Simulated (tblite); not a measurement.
## CH7B2GeO: geometry relaxation (part 1 of 2)

CH7B2GeO, multiplicity 2, SMILES BC[B][O][GeH3], computed with GFN2-xTB geometry optimisation, gas phase (tblite 0.8.0).

It belongs to a series of runs on one base structure; here: H removed from B.

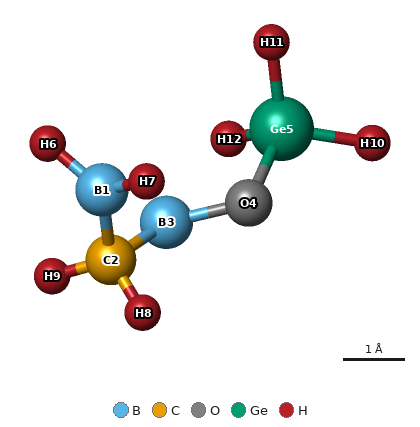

The starting structure (ball-and-stick view, seen at a tilt; atoms are numbered from 1 in the order of the input). Sticks mark near contacts. Bond lengths as drawn: B–C 1.59 Å, B–H 1.17 to 1.18 Å, B–O 1.43 Å, C–H 1.09 to 1.10 Å, Ge–H 1.53 to 1.56 Å and Ge–O 1.79 Å.

Input
```
{"job": {"kind": "relax", "xc": "GFN2-xTB", "basis": "xTB"}, "charge": 0, "multiplicity": 2}
B     -1.937900     0.394900     0.746400
C     -1.614800    -0.350800    -0.620000
B     -0.043300    -0.185200    -0.829800
O      0.826600    -0.826700     0.104000
Ge     2.394700     0.038500     0.027800
H     -2.174900     1.553500     0.671900
H     -1.922900    -0.132800     1.792800
H     -1.841900    -1.423400    -0.537700
H     -2.133700     0.117100    -1.456700
H      3.495900    -0.993800     0.294400
H      2.452400     1.102700     1.157600
H      2.501100     0.705500    -1.376600
```

The first line tells a small driver script what to run in tblite; the rest is the geometry in Å.

Machine: 1 CPU thread, shared host.

Launched with:
```bash
OMP_NUM_THREADS=1 python <driver script> task.json out
```

Output
```
step      E/eV     max force
  0    -383.79258    2.813
  1    -383.98663    1.382
  2    -384.06991    1.485
  3    -384.12135    0.946
  4    -384.17193    0.491
  5    -384.18285    0.364
  6    -384.22639    0.378
  7    -384.23745    0.319
  8    -384.26202    0.304
  9    -384.27859    0.308
 10    -384.29474    0.365
 11    -384.31128    0.396
 12    -384.33247    0.370
 13    -384.35301    0.447
 14    -384.36831    0.752
 15    -384.38219    0.376
 16    -384.39006    0.268
 17    -384.39915    0.193
 18    -384.40477    0.219
 19    -384.41358    0.269
 20    -384.41935    0.218
 21    -384.42312    0.131
 22    -384.42620    0.170
 23    -384.43009    0.271
 24    -384.43414    0.322
 25    -384.43768    0.200
 26    -384.44036    0.125
 27    -384.44175    0.102
 28    -384.44321    0.139
 29    -384.44536    0.145
 30    -384.44758    0.091
 31    -384.44945    0.112
 32    -384.45113    0.120
 33    -384.45329    0.132
 34    -384.45627    0.155
 35    -384.45999    0.176
 36    -384.46363    0.133
 37    -384.46687    0.167
 38    -384.47077    0.191
 39    -384.47988    0.339
 40    -384.48604    0.478
 41    -384.49552    0.436
 42    -384.50533    0.286
 43    -384.52036    0.232
 44    -384.52707    0.403
 45    -384.53632    0.247
 46    -384.53738    0.933
 47    -384.55057    0.227
 48    -384.55318    0.208
 49    -384.56431    0.131
 50    -384.56925    0.108
 51    -384.57431    0.161
 52    -384.57713    0.164
 53    -384.58088    0.164
 54    -384.58576    0.146
 55    -384.59088    0.138
 56    -384.59436    0.137
 57    -384.59657    0.113
 58    -384.59858    0.104
 59    -384.60114    0.115
 60    -384.60422    0.163
 61    -384.60709    0.148
 62    -384.60919    0.108
 63    -384.61089    0.123
 64    -384.61272    0.117
 65    -384.61443    0.148
 66    -384.61569    0.117
 67    -384.61652    0.074
 68    -384.61712    0.060
 69    -384.61776    0.081
 70    -384.61846    0.079
 71    -384.61889    0.054
 72    -384.61908    0.028
 73    -384.61919    0.025
 74    -384.61928    0.024
 75    -384.61936    0.023
 76    -384.61943    0.024
 77    -384.61952    0.023
 78    -384.61960    0.034
 79    -384.61966    0.032
 80    -384.61970    0.019
 81    -384.61974    0.014
 82    -384.61977    0.015
 83    -384.61981    0.029
 84    -384.61986    0.039
 85    -384.61995    0.045
 86    -384.62011    0.045
 87    -384.62035    0.048
 88    -384.62065    0.045
 89    -384.62089    0.041
 90    -384.62104    0.031
 91    -384.62121    0.034
 92    -384.62148    0.049
 93    -384.62187    0.054
 94    -384.62234    0.059
 95    -384.62284    0.057
 96    -384.62342    0.075
 97    -384.62420    0.096
 98    -384.62514    0.092
 99    -384.62513    0.098
100    -384.62566    0.061
101    -384.62617    0.028
102    -384.62632    0.027
103    -384.62653    0.030
104    -384.62669    0.029
105    -384.62694    0.023
106    -384.62701    0.021
107    -384.62704    0.007
```

Trajectory as extended XYZ (Å, eV, eV/Å), 39 of the 108 frames kept, from step=0 to step=107
```
12
Properties=species:S:1:pos:R:3:forces:R:3 step=0 energy=-383.79258
B    -1.9379    0.3949    0.7464   -0.0200   0.1940  -0.5020
C    -1.6148   -0.3508   -0.6200    0.0670   0.3630   0.4430
B    -0.0433   -0.1852   -0.8298    0.5720  -1.7540   2.0660
O     0.8266   -0.8267    0.1040   -0.7480   1.8250  -2.0060
Ge    2.3947    0.0385    0.0278    0.4310   0.1380   0.1220
H    -2.1749    1.5535    0.6719    0.0770  -0.2550   0.1420
H    -1.9229   -0.1328    1.7928    0.0390  -0.0530  -0.1820
H    -1.8419   -1.4234   -0.5377    0.1460   0.3570  -0.2530
H    -2.1337    0.1171   -1.4567   -0.2240  -0.3050   0.0610
H     3.4959   -0.9938    0.2944   -0.2650   0.1690  -0.0910
H     2.4524    1.1027    1.1576   -0.1650  -0.3730  -0.4460
H     2.5011    0.7055   -1.3766    0.0900  -0.3040   0.6450
12
Properties=species:S:1:pos:R:3:forces:R:3 step=3 energy=-384.12135
B    -1.9417    0.4008    0.7320   -0.1130   0.0450   0.2100
C    -1.6211   -0.3353   -0.6008   -0.3330  -0.0070  -0.0390
B    -0.0578   -0.2505   -0.7697   -0.6610  -0.0720  -0.4540
O     0.8350   -0.7530    0.0430    0.8510   0.2390   0.3360
Ge    2.4239    0.0476    0.0311    0.3320   0.0630  -0.0210
H    -2.1714    1.5466    0.6797    0.0090   0.1290   0.0770
H    -1.9192   -0.1345    1.7780    0.0720  -0.0440  -0.1390
H    -1.8342   -1.4041   -0.5516   -0.0040   0.0230  -0.0720
H    -2.1421    0.0987   -1.4528   -0.0900  -0.1250  -0.0320
H     3.4814   -0.9871    0.2907   -0.0700  -0.0640   0.0060
H     2.4408    1.0815    1.1336   -0.1420  -0.1150  -0.1110
H     2.5077    0.6886   -1.3393    0.1490  -0.0730   0.2390
12
Properties=species:S:1:pos:R:3:forces:R:3 step=6 energy=-384.22639
B    -1.9626    0.4172    0.7470    0.0390  -0.0780  -0.1850
C    -1.6757   -0.3333   -0.5942    0.2550  -0.0720  -0.0910
B    -0.0926   -0.3235   -0.7826   -0.1980  -0.1080   0.0050
O     0.8967   -0.6533    0.0291   -0.3270   0.1590  -0.1030
Ge    2.4902    0.0611    0.0349    0.0140   0.0920   0.0250
H    -2.1694    1.5740    0.7010    0.0240  -0.0670   0.0990
H    -1.9028   -0.1533    1.7688    0.0270   0.0410  -0.0050
H    -1.8486   -1.4132   -0.5629   -0.2250   0.1050   0.0490
H    -2.1803    0.0793   -1.4728   -0.0170  -0.1220   0.1700
H     3.4778   -1.0163    0.2938    0.0610  -0.1640   0.0360
H     2.4140    1.0725    1.1256    0.0490   0.0960   0.1170
H     2.5545    0.6880   -1.3138    0.2960   0.1170  -0.1180
12
Properties=species:S:1:pos:R:3:forces:R:3 step=8 energy=-384.26202
B    -1.9718    0.4209    0.7453    0.1420  -0.1240  -0.1320
C    -1.6930   -0.3423   -0.6006    0.1790  -0.0460   0.0380
B    -0.1096   -0.3704   -0.7999   -0.2520   0.0580  -0.0380
O     0.8955   -0.5858    0.0187   -0.0710   0.0940  -0.0610
Ge    2.5263    0.0739    0.0394   -0.1840   0.0080  -0.0120
H    -2.1670    1.5890    0.7219    0.0520  -0.2780   0.0370
H    -1.8901   -0.1631    1.7679   -0.0080   0.1500  -0.1490
H    -1.8828   -1.4204   -0.5611   -0.2410   0.1350   0.0810
H    -2.2089    0.0630   -1.4770    0.0600  -0.1040   0.1620
H     3.4853   -1.0537    0.3002   -0.1230   0.0640  -0.0030
H     2.4040    1.0834    1.1398    0.1480   0.0130   0.0270
H     2.6132    0.7049   -1.3207    0.2980   0.0310   0.0510
12
Properties=species:S:1:pos:R:3:forces:R:3 step=11 energy=-384.31128
B    -1.9618    0.4103    0.7288    0.1130   0.0140   0.1360
C    -1.7000   -0.3611   -0.6048   -0.3480  -0.0800   0.0690
B    -0.1485   -0.4215   -0.8223    0.2640   0.1150  -0.0970
O     0.8784   -0.4873   -0.0093    0.1350   0.0250  -0.0590
Ge    2.5421    0.0906    0.0431   -0.1600  -0.0220  -0.0340
H    -2.1565    1.5695    0.7498    0.0390  -0.0460  -0.1370
H    -1.8750   -0.1569    1.7490    0.0300  -0.0690   0.0620
H    -1.9601   -1.4154   -0.5451   -0.1360  -0.1680   0.1220
H    -2.2358    0.0311   -1.4629   -0.0070   0.1120  -0.1690
H     3.4733   -1.0871    0.3073   -0.3030   0.2530  -0.0270
H     2.4154    1.0976    1.1600    0.1820  -0.0810  -0.0830
H     2.7295    0.7296   -1.3198    0.1910  -0.0540   0.2160
12
Properties=species:S:1:pos:R:3:forces:R:3 step=14 energy=-384.36831
B    -1.9269    0.3935    0.7234   -0.0880  -0.0300   0.0670
C    -1.7521   -0.4020   -0.5996    0.0930  -0.0620  -0.1320
B    -0.1760   -0.4660   -0.8659    0.2300   0.0620   0.3540
O     0.8726   -0.3553   -0.0621   -0.5580  -0.1330  -0.4860
Ge    2.5365    0.1149    0.0415    0.1400   0.1910  -0.0310
H    -2.1339    1.5357    0.7608    0.0500   0.3280  -0.2070
H    -1.8483   -0.1617    1.7378    0.1120  -0.2590   0.3110
H    -2.0884   -1.4320   -0.5026    0.0720  -0.1240  -0.0110
H    -2.2692    0.0053   -1.4670    0.0040   0.0660  -0.0270
H     3.3995   -1.0858    0.3128   -0.1620  -0.0190   0.0550
H     2.4669    1.1010    1.1707    0.1090  -0.0070  -0.0180
H     2.9205    0.7518   -1.2758   -0.0020  -0.0150   0.1250
12
Properties=species:S:1:pos:R:3:forces:R:3 step=17 energy=-384.39915
B    -1.9262    0.3871    0.7328   -0.0600  -0.0140   0.0460
C    -1.7675   -0.4183   -0.6032   -0.0340   0.0150   0.1380
B    -0.1945   -0.4771   -0.8685   -0.0080   0.0330   0.0940
O     0.8604   -0.3202   -0.1033    0.0340   0.0140  -0.1640
Ge    2.5441    0.1366    0.0390   -0.1570  -0.0990  -0.0100
H    -2.1188    1.5500    0.7427    0.1180  -0.1180  -0.0970
H    -1.8283   -0.1850    1.7571    0.0500   0.0450  -0.0750
H    -2.1175   -1.4475   -0.4940    0.1130   0.0410  -0.0930
H    -2.2798    0.0018   -1.4711    0.0100  -0.0250   0.0780
H     3.3570   -1.0882    0.3207   -0.1070  -0.0870   0.0640
H     2.4920    1.1018    1.1719    0.0310   0.1080   0.0960
H     2.9803    0.7583   -1.2500    0.0110   0.0890  -0.0770
12
Properties=species:S:1:pos:R:3:forces:R:3 step=20 energy=-384.41935
B    -1.9290    0.3742    0.7442    0.0680  -0.0010  -0.0200
C    -1.7904   -0.4343   -0.5878   -0.1250   0.0060   0.0450
B    -0.2332   -0.4945   -0.8628    0.2150   0.0300  -0.0180
O     0.8573   -0.2602   -0.1777    0.0600   0.0400  -0.0530
Ge    2.5334    0.1537    0.0355    0.0050  -0.0250   0.0210
H    -2.0810    1.5416    0.7123    0.0720  -0.1040   0.0470
H    -1.7966   -0.2008    1.7632   -0.0090   0.1260  -0.0500
H    -2.1457   -1.4580   -0.4958    0.0290  -0.1150  -0.0270
H    -2.2927   -0.0122   -1.4576   -0.0680   0.0500   0.0300
H     3.2854   -1.1066    0.3400   -0.1110  -0.0720   0.0370
H     2.5276    1.1169    1.1854   -0.0600   0.0330   0.0010
H     3.0661    0.7794   -1.2250   -0.0770   0.0320  -0.0130
12
Properties=species:S:1:pos:R:3:forces:R:3 step=23 energy=-384.43009
B    -1.9235    0.3664    0.7473    0.1000  -0.0460  -0.0730
C    -1.8125   -0.4449   -0.5759    0.1940  -0.1150  -0.1500
B    -0.2381   -0.5002   -0.8632   -0.0640   0.0430  -0.0330
O     0.8681   -0.2220   -0.2261   -0.0680   0.0090  -0.0390
Ge    2.5344    0.1615    0.0379    0.0970   0.0520   0.0380
H    -2.0484    1.5289    0.7013    0.0280   0.0850   0.0580
H    -1.7786   -0.1941    1.7640   -0.0010   0.0280   0.1130
H    -2.1513   -1.4782   -0.5039   -0.0060  -0.0090   0.0140
H    -2.3107   -0.0133   -1.4444   -0.0410   0.0130   0.0490
H     3.2292   -1.1306    0.3574   -0.0860  -0.0050   0.0080
H     2.5355    1.1305    1.1927   -0.0640  -0.0190  -0.0390
H     3.0970    0.7954   -1.2130   -0.0890  -0.0350   0.0550
12
Properties=species:S:1:pos:R:3:forces:R:3 step=25 energy=-384.43768
B    -1.9091    0.3573    0.7435    0.0920  -0.0120  -0.0050
C    -1.8162   -0.4611   -0.5785    0.1870  -0.0330  -0.0640
B    -0.2404   -0.4990   -0.8679   -0.1180   0.0370  -0.0660
O     0.8751   -0.1949   -0.2633   -0.0410   0.0050  -0.0130
Ge    2.5420    0.1695    0.0442   -0.0640  -0.0170  -0.0020
H    -2.0203    1.5231    0.6994    0.0260   0.0570   0.0020
H    -1.7668   -0.1822    1.7722    0.0150  -0.0350   0.0850
H    -2.1522   -1.4973   -0.5102   -0.0010   0.0720   0.0030
H    -2.3284   -0.0106   -1.4298    0.0180  -0.0740   0.0160
H     3.1791   -1.1505    0.3717   -0.0360   0.0480  -0.0070
H     2.5331    1.1400    1.1947   -0.0480   0.0000   0.0120
H     3.1053    0.8049   -1.2020   -0.0310  -0.0480   0.0390
12
Properties=species:S:1:pos:R:3:forces:R:3 step=28 energy=-384.44321
B    -1.8886    0.3505    0.7435    0.0380   0.0340   0.0460
C    -1.8048   -0.4712   -0.5825   -0.0890   0.0710   0.0790
B    -0.2484   -0.4895   -0.8781    0.0800  -0.0120  -0.0940
O     0.8727   -0.1859   -0.2859   -0.0390   0.0060  -0.0150
Ge    2.5302    0.1732    0.0468   -0.0360   0.0120   0.0180
H    -2.0005    1.5196    0.6932    0.0480  -0.0160   0.0010
H    -1.7590   -0.1785    1.7837    0.0320  -0.0250  -0.0250
H    -2.1528   -1.5014   -0.5111    0.0340   0.0100   0.0010
H    -2.3315   -0.0152   -1.4202    0.0000  -0.0540  -0.0370
H     3.1437   -1.1515    0.3788    0.0090  -0.0050   0.0060
H     2.5328    1.1447    1.1965   -0.0700   0.0080   0.0230
H     3.1075    0.8045   -1.1907   -0.0070  -0.0290  -0.0040
12
Properties=species:S:1:pos:R:3:forces:R:3 step=31 energy=-384.44945
B    -1.8538    0.3478    0.7527   -0.0840  -0.0170  -0.0460
C    -1.8030   -0.4737   -0.5744   -0.0160   0.0060  -0.0360
B    -0.2504   -0.4820   -0.9154    0.0110  -0.0200  -0.0210
O     0.8665   -0.1647   -0.3247   -0.0440  -0.0220  -0.0320
Ge    2.5109    0.1796    0.0560    0.0270   0.0090   0.0340
H    -1.9573    1.5156    0.6870    0.0600   0.0160   0.0430
H    -1.7376   -0.1783    1.7968    0.0640  -0.0110  -0.0650
H    -2.1430   -1.5072   -0.5145    0.0480  -0.0120   0.1000
H    -2.3423   -0.0333   -1.4123   -0.0350   0.0580   0.0140
H     3.0917   -1.1615    0.3933    0.0190   0.0440   0.0090
H     2.5110    1.1567    1.2066   -0.0750  -0.0290  -0.0100
H     3.1084    0.8004   -1.1772    0.0230  -0.0220   0.0090
12
Properties=species:S:1:pos:R:3:forces:R:3 step=34 energy=-384.45627
B    -1.8416    0.3505    0.7517   -0.0340   0.0060  -0.0460
C    -1.8006   -0.4667   -0.5757    0.0990  -0.0580  -0.0790
B    -0.2447   -0.4843   -0.9577   -0.0990   0.0440   0.0720
O     0.8557   -0.1570   -0.3415    0.0670  -0.0560  -0.0210
Ge    2.5016    0.1817    0.0687   -0.1210  -0.0280  -0.0930
H    -1.9198    1.5212    0.7022    0.0260   0.0080   0.0130
H    -1.7126   -0.1819    1.7906    0.0480  -0.0210  -0.0490
H    -2.1201   -1.5064   -0.4979    0.0110   0.0110   0.0730
H    -2.3575   -0.0419   -1.4105   -0.0320   0.0550   0.0430
H     3.0801   -1.1608    0.4023    0.0150   0.0410   0.0360
H     2.4614    1.1584    1.2139   -0.0370  -0.0110   0.0070
H     3.0993    0.7865   -1.1720    0.0570   0.0100   0.0430
12
Properties=species:S:1:pos:R:3:forces:R:3 step=37 energy=-384.46687
B    -1.8060    0.3408    0.7485    0.1540   0.0640   0.0070
C    -1.7999   -0.4792   -0.5779   -0.0500   0.0380   0.0500
B    -0.2686   -0.4764   -1.0170    0.0260   0.0630   0.0830
O     0.8440   -0.1187   -0.4430    0.0220  -0.1040  -0.0910
Ge    2.4532    0.1975    0.0777    0.0080  -0.0260  -0.0460
H    -1.8130    1.5146    0.7016   -0.0590   0.0040   0.0040
H    -1.6390   -0.1929    1.7816    0.0040  -0.0260  -0.0340
H    -2.0981   -1.5201   -0.4587   -0.0560   0.0010  -0.0590
H    -2.3965   -0.0532   -1.3835   -0.0520  -0.0600   0.0090
H     2.9794   -1.1569    0.4406    0.0350   0.0020   0.0450
H     2.4007    1.1676    1.2293   -0.0640   0.0080  -0.0020
H     3.1449    0.7762   -1.1252    0.0330   0.0370   0.0330
12
Properties=species:S:1:pos:R:3:forces:R:3 step=39 energy=-384.47988
B    -1.6991    0.3255    0.7522    0.1510   0.0460  -0.0560
C    -1.8048   -0.5030   -0.5657   -0.1050   0.1050   0.0430
B    -0.3173   -0.4432   -1.1096    0.2120   0.0940   0.1280
O     0.8406   -0.0527   -0.6641   -0.1040  -0.1860  -0.2640
Ge    2.3634    0.2258    0.0912    0.1490  -0.0280   0.0960
H    -1.6151    1.4952    0.6813   -0.1200   0.0220   0.0400
H    -1.5073   -0.2079    1.7799    0.0280  -0.0310  -0.0060
H    -2.0616   -1.5521   -0.4197   -0.1030   0.0480  -0.0730
H    -2.4710   -0.0885   -1.3239   -0.0310  -0.1110   0.0690
H     2.7551   -1.1595    0.5225    0.0740   0.0620  -0.0080
H     2.2984    1.1932    1.2548   -0.1100  -0.0020  -0.0280
H     3.2198    0.7666   -1.0249   -0.0410  -0.0180   0.0600
12
Properties=species:S:1:pos:R:3:forces:R:3 step=42 energy=-384.50533
B    -1.5689    0.3260    0.7487    0.0440  -0.0650  -0.0300
C    -1.7925   -0.4998   -0.5537   -0.0870  -0.0060  -0.0220
B    -0.3605   -0.3827   -1.2041    0.1740  -0.0130   0.0180
O     0.8475   -0.0521   -0.8875   -0.0670  -0.1050  -0.2470
Ge    2.2538    0.2404    0.1068    0.1420   0.0660   0.2390
H    -1.4133    1.4834    0.6720   -0.1400   0.1480   0.0490
H    -1.3657   -0.2274    1.7626    0.0930  -0.0130   0.0310
H    -1.9784   -1.5616   -0.3799   -0.1490   0.0960  -0.0570
H    -2.5419   -0.1313   -1.2538   -0.0440  -0.0510   0.0900
H     2.5590   -1.1350    0.6087    0.1230  -0.0580  -0.0030
H     2.1324    1.2072    1.2711   -0.1220  -0.0020  -0.0570
H     3.2295    0.7322   -0.9169    0.0330   0.0020  -0.0110
12
Properties=species:S:1:pos:R:3:forces:R:3 step=45 energy=-384.53632
B    -1.5297    0.3413    0.7313    0.0320   0.0270   0.2130
C    -1.7972   -0.4823   -0.5603    0.0230  -0.0230   0.0510
B    -0.3687   -0.3796   -1.2140    0.2380   0.0550  -0.0360
O     0.8652   -0.0883   -0.9686   -0.0910  -0.1230  -0.0460
Ge    2.2478    0.2421    0.1229   -0.1120  -0.0890  -0.0210
H    -1.3998    1.5107    0.7071   -0.1300  -0.0350  -0.0460
H    -1.3022   -0.2480    1.7241    0.1270   0.0630   0.0190
H    -1.9782   -1.5349   -0.3618   -0.0810  -0.1330   0.0160
H    -2.5856   -0.1540   -1.2245   -0.0690   0.1700  -0.1590
H     2.5862   -1.1242    0.6348    0.0610  -0.0270   0.0070
H     2.0183    1.1990    1.2652   -0.0580   0.0480   0.0050
H     3.2452    0.7177   -0.8823    0.0610   0.0660  -0.0020
12
Properties=species:S:1:pos:R:3:forces:R:3 step=48 energy=-384.55318
B    -1.5561    0.3532    0.7381   -0.0150  -0.0540  -0.0160
C    -1.8094   -0.4746   -0.5616   -0.0590   0.0180  -0.0040
B    -0.3563   -0.3865   -1.1699   -0.0970  -0.0660  -0.0890
O     0.8856   -0.1416   -0.9387   -0.0400  -0.0460  -0.0270
Ge    2.2758    0.2291    0.1176    0.0210  -0.0290   0.0460
H    -1.4874    1.5290    0.7154   -0.0730  -0.0950  -0.0070
H    -1.3094   -0.2530    1.7125    0.1430   0.1070   0.1070
H    -2.0157   -1.5286   -0.3692   -0.0110   0.0270  -0.0110
H    -2.5846   -0.1300   -1.2457    0.1370   0.0880  -0.0240
H     2.6817   -1.1230    0.6211    0.0300  -0.0130   0.0140
H     2.0226    1.1920    1.2538   -0.0290   0.0090  -0.0120
H     3.2545    0.7333   -0.8993   -0.0060   0.0550   0.0230
12
Properties=species:S:1:pos:R:3:forces:R:3 step=51 energy=-384.57431
B    -1.5754    0.3480    0.7472   -0.0110   0.0260   0.0300
C    -1.8204   -0.4628   -0.5611    0.0910  -0.0250  -0.0120
B    -0.3602   -0.4059   -1.1602    0.1180  -0.1090  -0.0080
O     0.8917   -0.2205   -0.9296   -0.0410   0.0260   0.0370
Ge    2.2998    0.2074    0.1296   -0.1230   0.0180  -0.0910
H    -1.5892    1.5212    0.7231   -0.0170   0.0400   0.0120
H    -1.2675   -0.2193    1.7319    0.0710   0.0320  -0.0530
H    -2.0480   -1.5136   -0.3844   -0.0630  -0.0010  -0.0650
H    -2.5516   -0.0792   -1.2710   -0.0010   0.0210   0.0790
H     2.7827   -1.1289    0.6148   -0.0040   0.0430   0.0260
H     2.0018    1.1925    1.2430    0.0250  -0.0840  -0.0290
H     3.2376    0.7603   -0.9092   -0.0450   0.0120   0.0730
```
